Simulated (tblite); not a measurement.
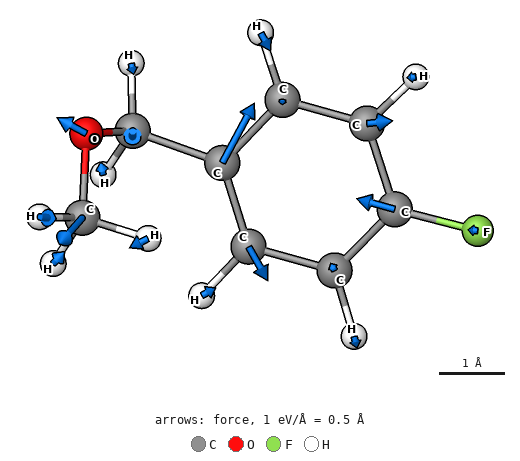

Starting geometry of C8H9FO with the computed forces as blue arrows. A ball-and-stick model, seen face on.

Theory: GFN2-xTB geometry optimisation, gas phase (tblite). 

Is this structure relaxed? If not, where do the atoms go?

It isn't relaxed: the largest force vector, on a C atom, is 2.16 eV/Å. The final displacements have little in common with the starting forces (cosine between the two patterns 0.07). An H atom moves most after the best rigid fit: 1.00 Å. By element the largest moves are H 1.00 Å, C 0.61 Å, O 0.29 Å, F 0.14 Å. Some distances before and after: C–H 1.125 → 1.088 Å, C–O 1.381 → 1.409 Å, C–C 1.363 → 1.388 Å, C–C 1.493 → 1.511 Å. Among the angles between lasting bonds that change: O–C–C 108.9° → 113.5°, C–C–C 118.0° → 121.9°, C–C–C 115.7° → 119.5°. Groups turn about C–C by about 45°. After 140 geometry steps the energy has fallen by 33.6 kJ/mol. The run took 0.89 s on 1 thread of Arm Neoverse V2, with other jobs on the host.
